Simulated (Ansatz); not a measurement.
```json
{"atom": "C", "x (Å)": "-1.3188", "y (Å)": "0.6058", "z (Å)": "-0.7653"}
{"atom": "Si", "x (Å)": "-0.3055", "y (Å)": "-0.6711", "z (Å)": "0.1453"}
{"atom": "B", "x (Å)": "1.0294", "y (Å)": "-0.1969", "z (Å)": "1.4714"}
{"atom": "P", "x (Å)": "1.9529", "y (Å)": "-0.9795", "z (Å)": "0.0744"}
{"atom": "H", "x (Å)": "-1.3412", "y (Å)": "0.3909", "z (Å)": "-1.8360"}
{"atom": "H", "x (Å)": "-2.3477", "y (Å)": "0.5963", "z (Å)": "-0.3952"}
{"atom": "H", "x (Å)": "-0.9075", "y (Å)": "1.6052", "z (Å)": "-0.6168"}
{"atom": "H", "x (Å)": "-0.8024", "y (Å)": "-2.0502", "z (Å)": "-0.0783"}
{"atom": "H", "x (Å)": "1.2667", "y (Å)": "0.6038", "z (Å)": "2.3151"}
{"atom": "H", "x (Å)": "2.8574", "y (Å)": "0.0446", "z (Å)": "-0.3116"}
```

Geometry: PBE0-D4/def2-TZVP.

Computed with RKS PBE0-D4/def2-TZVPP (Ansatz).

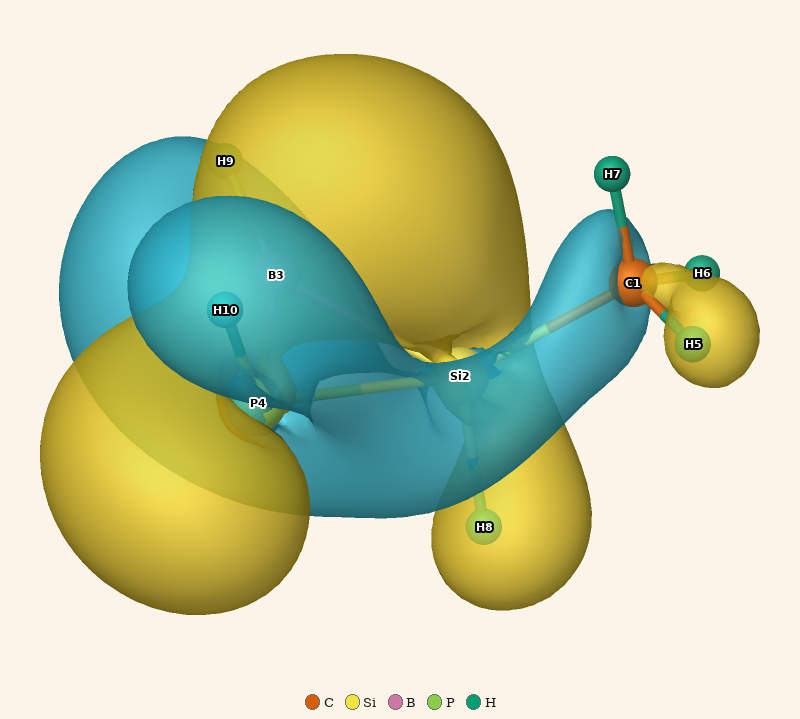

CH₆BPSi (SMILES C[SiH]1BP1). One frontier orbital at ±0.06 Å⁻³ᐟ² (yellow and cyan are the two phases), seen across its widest extent.

### Which orbital is it: HOMO or LUMO?

The LUMO, at −2.03 eV. Its weight (Hirshfeld) is mainly on B3 (about 40 %), P4 (about 25 %) and Si2 (about 15 %).
